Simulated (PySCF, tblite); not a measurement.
# C5H8NSi radical: geometry, infrared bands and EPR parameters

What infrared bands and EPR parameters should C5H8NSi radical (`C[SiH2]n1[c]ccc1`) show?

The runs use tblite 0.8.0 and PySCF 2.14.0, with density-fitted response routines of our own; the level of theory stands in each step. All values are computed, except where a source is named. Atoms count from 0, in the outputs and in this text.

## (1) The molecule as given

15 atoms, charge 0, multiplicity 2; geometry from: force field or distance geometry start.

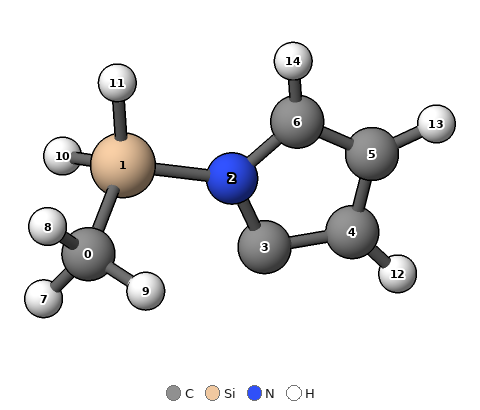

The starting geometry (carbon grey, silicon light orange, nitrogen blue, hydrogen white), atoms numbered.

## (2) Relaxing the molecule with GFN2-xTB

Job settings and geometry (Å):

```
{"job": {"kind": "relax", "xc": "GFN2-xTB", "basis": "xTB"}, "charge": 0, "multiplicity": 2}
C      2.477400     0.719900    -0.019200
Si     1.334400    -0.740100     0.056400
N     -0.381900    -0.274500    -0.065900
C     -0.993200     0.371300    -1.124800
C     -2.335500     0.544600    -0.820800
C     -2.522400    -0.002400     0.427300
C     -1.307600    -0.500300     0.883900
H      2.954700     0.741100    -1.034800
H      3.324600     0.569700     0.696500
H      1.941200     1.687800     0.194100
H      1.663900    -1.748900    -0.982700
H      1.569300    -1.379300     1.390800
H     -3.104400     1.022800    -1.443200
H     -3.476900    -0.022000     0.954500
H     -1.147900    -0.981900     1.843400
```

Launch:

```console
> OMP_NUM_THREADS=1 python probes_run.py task.json out
```

This one command runs all jobs of the session in turn.

Standard output:

```text
step      E/eV     max force
  0    -525.88550    2.603
  1    -526.10373    0.737
  2    -526.13498    0.438
  3    -526.16403    0.483
  4    -526.17753    0.310
  5    -526.18971    0.285
  6    -526.19715    0.386
  7    -526.20674    0.312
  8    -526.21252    0.223
  9    -526.21719    0.173
 10    -526.22049    0.176
 11    -526.22272    0.133
 12    -526.22401    0.095
 13    -526.22496    0.081
 14    -526.22581    0.067
 15    -526.22649    0.064
 16    -526.22697    0.068
 17    -526.22740    0.058
 18    -526.22793    0.060
 19    -526.22858    0.069
 20    -526.22921    0.055
 21    -526.22976    0.058
 22    -526.23032    0.066
 23    -526.23107    0.076
 24    -526.23199    0.085
 25    -526.23283    0.068
 26    -526.23338    0.050
 27    -526.23374    0.047
 28    -526.23413    0.045
 29    -526.23456    0.048
 30    -526.23494    0.049
 31    -526.23528    0.050
 32    -526.23564    0.046
 33    -526.23605    0.051
 34    -526.23641    0.043
 35    -526.23665    0.039
 36    -526.23684    0.039
 37    -526.23708    0.041
 38    -526.23744    0.057
 39    -526.23790    0.066
 40    -526.23839    0.057
 41    -526.23890    0.059
 42    -526.23950    0.067
 43    -526.24020    0.079
 44    -526.24093    0.077
 45    -526.24153    0.058
 46    -526.24199    0.054
 47    -526.24248    0.060
 48    -526.24326    0.083
 49    -526.24457    0.115
 50    -526.24381    0.230
 51    -526.24716    0.088
 52    -526.24807    0.066
 53    -526.24944    0.083
 54    -526.25010    0.084
 55    -526.25161    0.089
 56    -526.25338    0.061
 57    -526.25414    0.063
 58    -526.25451    0.053
 59    -526.25520    0.068
 60    -526.25648    0.103
 61    -526.25730    0.077
 62    -526.25777    0.034
 63    -526.25790    0.053
 64    -526.25803    0.039
 65    -526.25819    0.030
 66    -526.25871    0.044
 67    -526.25897    0.056
 68    -526.25952    0.062
 69    -526.26013    0.066
 70    -526.26095    0.065
 71    -526.26163    0.064
 72    -526.26214    0.056
 73    -526.26265    0.061
 74    -526.26347    0.082
 75    -526.26458    0.084
 76    -526.26556    0.063
 77    -526.26612    0.061
 78    -526.26652    0.051
 79    -526.26671    0.079
 80    -526.26718    0.056
 81    -526.26759    0.042
 82    -526.26850    0.056
 83    -526.26884    0.055
 84    -526.26933    0.048
 85    -526.26970    0.042
 86    -526.27008    0.036
 87    -526.27033    0.033
 88    -526.27047    0.037
 89    -526.27059    0.034
 90    -526.27077    0.035
 91    -526.27103    0.037
 92    -526.27131    0.031
 93    -526.27149    0.021
 94    -526.27155    0.022
 95    -526.27161    0.013
 96    -526.27164    0.009
```

Wall time 0.45 s (1 thread of Intel Xeon 6975P-C, shared host).

Relaxation path: (not every step is listed)

```tsv
step	energy from step 0 (eV)	largest force (eV/Å)
0	0.0000	2.6031
1	-0.2182	0.7368
2	-0.2495	0.4375
3	-0.2785	0.4827
4	-0.2920	0.3097
5	-0.3042	0.2851
6	-0.3116	0.3856
7	-0.3212	0.3122
8	-0.3270	0.2226
16	-0.3415	0.0680
24	-0.3465	0.0847
32	-0.3501	0.0460
40	-0.3529	0.0575
48	-0.3578	0.0826
56	-0.3679	0.0614
64	-0.3725	0.0394
72	-0.3766	0.0561
80	-0.3817	0.0561
88	-0.3850	0.0365
91	-0.3855	0.0367
92	-0.3858	0.0309
93	-0.3860	0.0206
94	-0.3861	0.0224
95	-0.3861	0.0128
96	-0.3861	0.0095
```

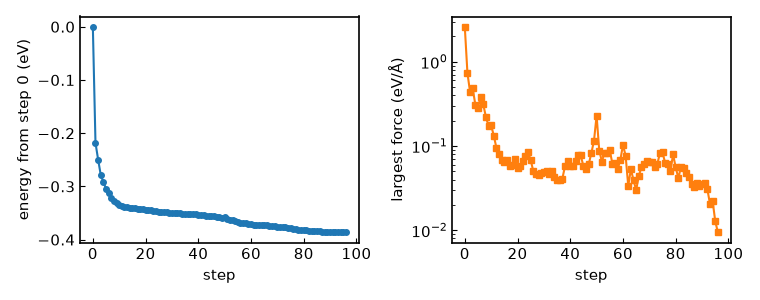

Energy and largest force along the relaxation.

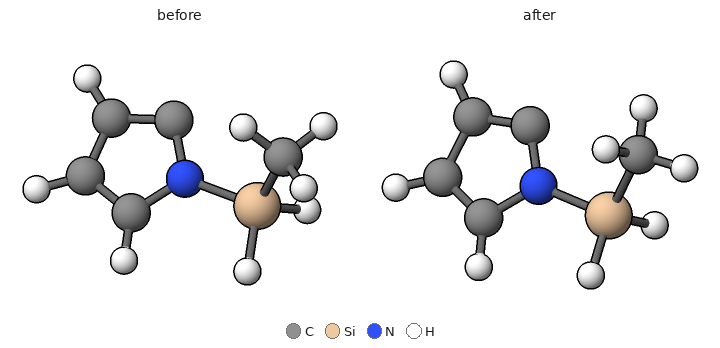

The geometry before (left) and after (right).

Distances of close pairs at the start and the end, largest changes first:

```tsv
bond	before (Å)	after (Å)	change (Å)
C4–C5	1.375	1.428	+0.053
C0–H9	1.127	1.087	-0.040
C0–Si1	1.856	1.893	+0.037
C3–C4	1.387	1.350	-0.037
C0–H7	1.122	1.087	-0.035
Si1–H11	1.498	1.464	-0.034
C0–H8	1.119	1.085	-0.034
N2–C6	1.345	1.377	+0.032
```

The end geometry stands in the next job.

## (3) Infrared spectrum with GFN2-xTB

Job settings and geometry (Å):

```
{"job": {"kind": "ir", "xc": "GFN2-xTB", "basis": "xTB"}, "charge": 0, "multiplicity": 2}
C      2.431345     0.735717    -0.131923
Si     1.350833    -0.767906     0.261944
N     -0.323037    -0.270651     0.095624
C     -0.816094     0.466558    -0.928241
C     -2.154151     0.630832    -0.848317
C     -2.533837    -0.069579     0.336949
C     -1.404979    -0.604922     0.879360
H      2.190888     1.149708    -1.107830
H      3.482305     0.464170    -0.137887
H      2.297197     1.526816     0.601048
H      1.599773    -1.864894    -0.680907
H      1.480058    -1.216648     1.649652
H     -2.800725     1.165124    -1.513160
H     -3.535523    -0.142056     0.714819
H     -1.268467    -1.194280     1.764336
```

Standard output:

```text
mode    cm-1     km/mol
  1      -1.0      0.63
  2      95.8      0.15
  3     109.1      0.08
  4     154.9      1.63
  5     233.6      5.81
  6     393.5      0.23
  7     466.9     63.37
  8     472.9     32.35
  9     560.7      1.18
 10     594.7     28.12
 11     695.1    154.18
 12     753.9     15.05
 13     761.5     54.32
 14     777.6    260.80
 15     784.4     14.14
 16     809.4      0.92
 17     813.6     12.13
 18     825.2     92.60
 19     837.3    199.40
 20     917.9     35.98
 21    1049.1     18.93
 22    1075.5      0.57
 23    1134.8     31.90
 24    1228.3    165.78
 25    1272.3     13.89
 26    1346.0     94.65
 27    1371.4     15.43
 28    1457.1    130.26
 29    1476.6      0.98
 30    1480.5      0.38
 31    1556.1      4.43
 32    2225.5    364.39
 33    2260.2    234.32
 34    3031.7     23.92
 35    3034.6     16.35
 36    3050.5     24.56
 37    3142.3     18.76
 38    3158.1     41.68
 39    3180.4     27.37
```

Run time: 0.37 s. Hardware: 1 thread of Intel Xeon 6975P-C, shared host.

The strongest bands and the atoms that carry them (share of the mass-weighted mode):

```tsv
cm⁻¹	km/mol	atoms
695	154.2	H10 40 %, H11 34 %, C0 12 %, H8 11 %
778	260.8	Si1 27 %, H11 24 %, H10 23 %, C0 17 %
837	199.4	H8 36 %, H9 16 %, C0 15 %
1228	165.8	N2 34 %, C4 26 %, C5 21 %
1346	94.7	N2 24 %, C4 20 %, C3 17 %, C5 17 %
1457	130.3	C3 31 %, C6 27 %, C4 16 %, C5 14 %
2226	364.4	H10 93 %
2260	234.3	H11 93 %
```

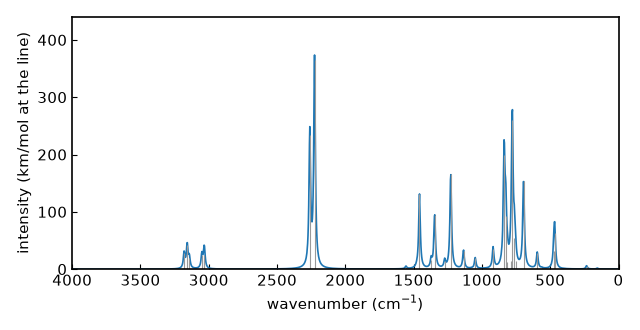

The infrared spectrum from these modes, unscaled. Lines are broadened to a width of 14 cm⁻¹ (Lorentzian).

## (4) EPR parameters: B3LYP/pcH-1

Same as in step 3 but for these lines:

```diff
@@ -1,2 +1,2 @@
-{"job": {"kind": "ir", "xc": "GFN2-xTB", "basis": "xTB"}, "charge": 0, "multiplicity": 2}
+{"job": {"kind": "epr", "basis": "pcH-1"}, "charge": 0, "multiplicity": 2}
 C      2.431345     0.735717    -0.131923
```

Method: UKS B3LYP, pcH-1 on C H N Si, non-relativistic, mean-field spin-orbit, GIAO.

Standard output:

```text
UKS, coarse grid
  cycle   1  E = -539.46928408  |g| = 3.87e-01
  cycle   2  E = -539.40635229  |g| = 5.13e-01
  cycle   3  E = -539.53707876  |g| = 1.08e-01
  cycle   4  E = -539.54205283  |g| = 4.69e-02
  cycle   5  E = -539.54309026  |g| = 1.11e-02
  cycle   6  E = -539.54314436  |g| = 5.73e-03
  cycle   7  E = -539.54316630  |g| = 1.82e-03
  cycle   8  E = -539.54317093  |g| = 1.36e-03
  cycle   9  E = -539.54317426  |g| = 4.62e-04
UKS, final grid
  cycle   1  E = -539.54319484  |g| = 5.47e-04
  cycle   2  E = -539.54319470  |g| = 8.78e-04
  cycle   3  E = -539.54319510  |g| = 1.19e-04
  cycle   4  E = -539.54319513  |g| = 1.16e-04
  cycle   5  E = -539.54319515  |g| = 3.68e-05
  cycle   6  E = -539.54319515  |g| = 1.27e-05
E = -539.54319515 Eh   <S^2> = 0.7579 (exact 0.7500)
g shifts (ppm)      1          2          3
  rmc          -170       -170       -170
  gc             22         18         16
  oz_so        -733       -131        535
  total        -881       -283        381
hyperfine (MHz)  atom isotope    a_iso     a_fc   dipolar eigenvalues
    0   13C       1.73       1.73     -0.90     -0.50      1.40
    1  29Si     -12.36     -12.37     -2.43      1.16      1.26
    2   14N      26.18      26.18     -3.64     -1.46      5.10
    3   13C     529.36     529.48    -77.28    -56.30    133.58
    4   13C      51.08      51.10    -18.62     -3.41     22.03
    5   13C      49.58      49.58     -4.46     -3.15      7.62
    6   13C      39.94      39.96    -10.27     -0.94     11.21
    7    1H       2.65       2.65     -3.89     -2.87      6.75
    8    1H       0.72       0.72     -1.18     -1.04      2.22
    9    1H       0.05       0.05     -1.81     -1.67      3.48
   10    1H      -0.75      -0.75     -2.15     -1.97      4.12
   11    1H       0.31       0.31     -1.37     -1.24      2.60
   12    1H      16.30      16.31     -7.16     -5.17     12.34
   13    1H      14.15      14.14     -3.25     -1.92      5.17
   14    1H      13.28      13.29     -3.55     -0.33      3.88
```

Run time: 48 s. Hardware: 1 thread of Intel Xeon 6975P-C, shared host; peak memory 0.96 GiB.

Principal g values 2.00144, 2.00204, 2.00270; g(iso) = 2.00206, against 2.00232 for a free electron.

Hyperfine couplings; where a row names several nuclei, a(iso) is their mean (it holds for fast rotation or exchange) and the dipolar term the largest among them:

```tsv
nuclei	isotope	a(iso) (MHz)	a(iso) (G, at g = 2.0023)	largest dipolar term (MHz)
C3	13C	529.4	188.9	133.6
C4	13C	51.1	18.2	22.0
C5	13C	49.6	17.7	7.6
C6	13C	39.9	14.3	11.2
N2	14N	26.2	9.3	5.1
H12	1H	16.3	5.8	12.3
H13	1H	14.1	5.0	5.2
H14	1H	13.3	4.7	3.9
Si1	29Si	-12.4	-4.4	-2.4
C0	13C	1.7	0.6	1.4
H7, H8, H9	1H	1.1	0.4	6.8
H10, H11	1H	-0.2	-0.1	4.1
```

Mulliken spin populations:

C0 0.00; Si1 0.00; N2 -0.02; C3 0.99; C4 -0.06; C5 0.05; C6 0.01; H7 0.00; H8 0.00; H9 0.00; H10 0.00; H11 0.00; H12 0.01; H13 0.01; H14 0.01

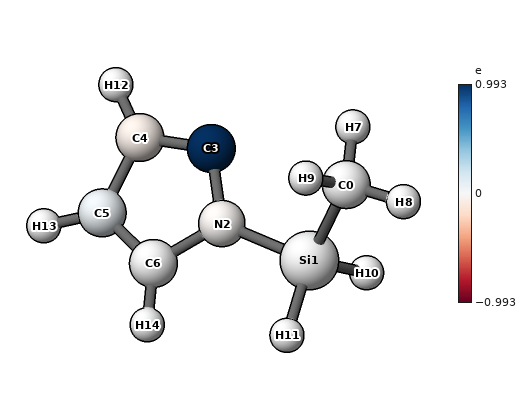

Mulliken spin populations, as colours on the atoms.

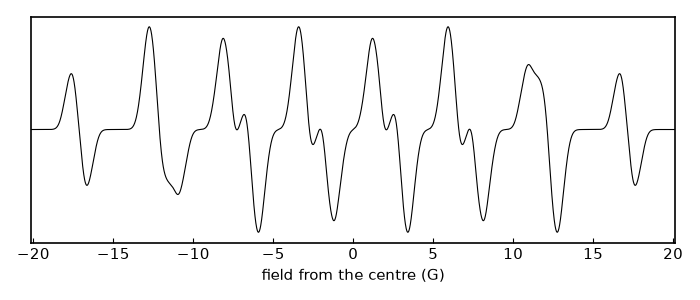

First-order isotropic spectrum (first derivative, main isotopes with spin only, couplings over 0.8 MHz, Gaussian width 0.3 G; couplings of the frozen geometry, rotation of groups not averaged beyond the rows shown).

Orbitals, density, ELF and potential are computed afterwards from the orbital file.

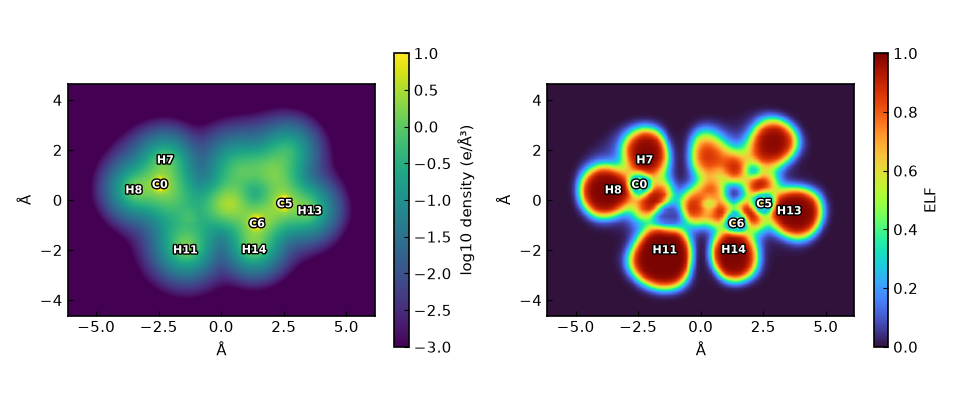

Density (left) and ELF (right) in a plane through or near 8 of the atoms.

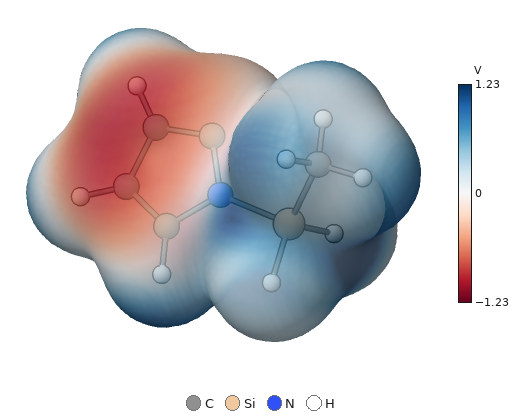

The potential that a unit positive charge feels on the 0.002 e/bohr³ surface, from -0.98 V near C4 to 1.23 V near H11.

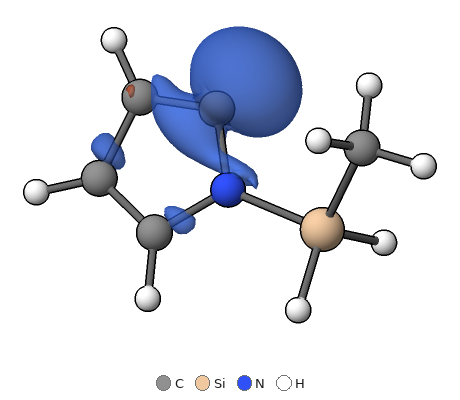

Spin density at ±0.05 e/Å³ (alpha excess blue, beta excess red).

## (5) Summary of results

| quantity | value |
| --- | --- |
| strongest single infrared mode (GFN2-xTB) | 2226 cm⁻¹, 364 km/mol |
| zero-point energy (GFN2-xTB) | 69.5 kcal/mol |
| g(iso) (B3LYP) | 2.00206 |
| ⟨S²⟩ | 0.758 (exact 0.75) |
| largest a(iso) (averaged by class) | 13C on C3, 529.4 MHz |
| surface potential, least and greatest | -0.98 V and 1.23 V |

The optimisation took 96 steps and gained 0.386 eV; among the close pairs (by a distance rule), C4–C5 changed most, from 1.375 to 1.428 Å. The lowest mode is slightly imaginary (1i cm⁻¹), a soft motion within the noise of the Hessian, so the minimum is not strictly shown. The strongest single mode, at 2226 cm⁻¹, moves mainly H10. Unscaled tight-binding wavenumbers are off by several per cent, some by more. Its intensities can rank the bands wrongly. Most of the unpaired spin sits on C3 (0.99 e). The isotropic g lies 0.3 ppt below the free-electron value.
